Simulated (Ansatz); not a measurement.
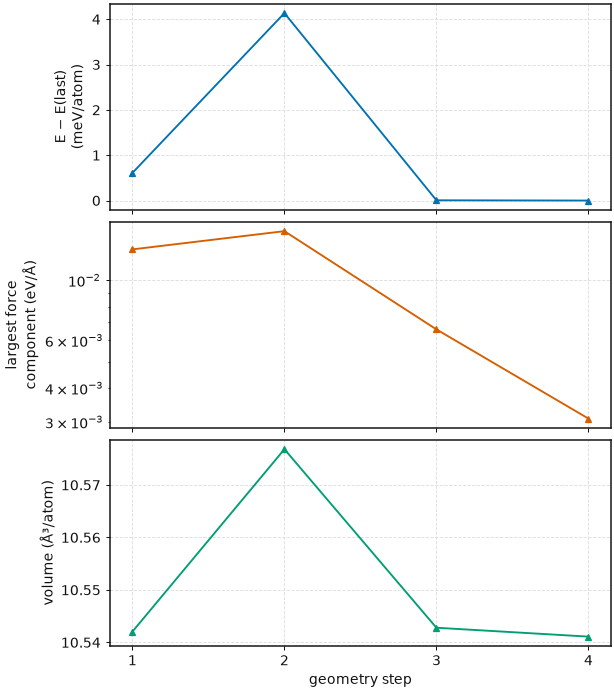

History of a geometry optimisation. Atoms and cell relax. A closing SCF on a freshly chosen basis isn't drawn.

```
crystal:
  lattice:
    - [2.9209057, 0.0, 2.85358236]
    - [-1.46045285, 2.52957367, 0.0]
    - [2.9209057, 0.0, -2.85358236]
  atoms:
    - { symbol: W, position: [0.0, 0.0, 0.0] }
    - { symbol: W, position: [0.5, 0.0, 0.5] }
    - { symbol: C, position: [0.083335, 0.33333, 0.583335] }
    - { symbol: C, position: [0.583335, 0.33333, 0.083335] }
  symmetry: { tolerance: 0.0003 }
kpoints:
  mp_grid: { grid: [6, 6, 6], shift: [0, 0, 0] }
magnetization:
  spin_polarized: false
scf:
  occupations: { method: cold, width: 0.1057 }
hamiltonian:
  pseudopotentials: { kind: paw }
  xc: pbe
  hubbard:
    projectors: all-electron-ortho-atomic
    sites: [{ species: W, l: d, u: 4.66, j: 0.92 }]
basis:
  ecutwfc: 420
output:
  forces: true
  stress: true
  eigenvalues: true
relax:
  max_steps: 40
  cell: {}
```

Run as:
```bash
ansatz run input.yaml --threads 1 --pin off --max-ram 2560MiB --backend cpu --events-out ev --progress --plain --runs-dir out
```

Q: How did the optimisation end?

A: The optimisation met its thresholds at geometry 4, counting the start as the first. The energy fell by about 0.61 meV/atom from the first step to the last. Step 2 went uphill and was rejected by the line search. The largest force component goes from about 0.013 eV/Å at the start to 3 × 10⁻³ eV/Å at the end.

Q: Was the starting cell too large or too small?

A: The volume shrinks from 10.54 to 10.54 Å³ per atom (−0.0 %).

Q: Is anything amiss with this input?

A: Its settings were drawn outside the usual range, so the numbers aren't converged properties of the system.
